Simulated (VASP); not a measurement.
Band structure of Ge2Pt (relaxed from the Al2Cu structure, space group I4/mcm). These are PBEsol GGA, VASP's PBE PAW potentials (set 64) (plane waves; VASP 6.6.1) values and carry that method's errors.

Unless said otherwise, spin-orbit coupling is left out, though it shifts the bands of the heavy elements here.

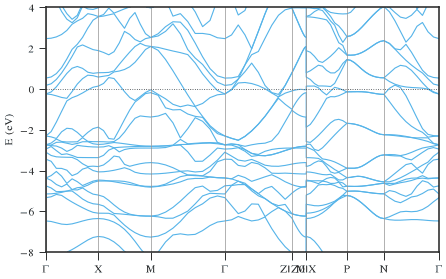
*Bands along high-symmetry lines, zero at the valence-band maximum or, without a gap, the Fermi level*

Read the plot: is there a gap, and where are the band edges?

It has no gap at this level: it comes out as a metal or semimetal. (Edges off the drawn lines would not show.)

The structure was generated: Ge2Pt was put into the Al2Cu type (I4/mcm), which need not be its known phase. It was relaxed first, which changed the volume by -10 %.
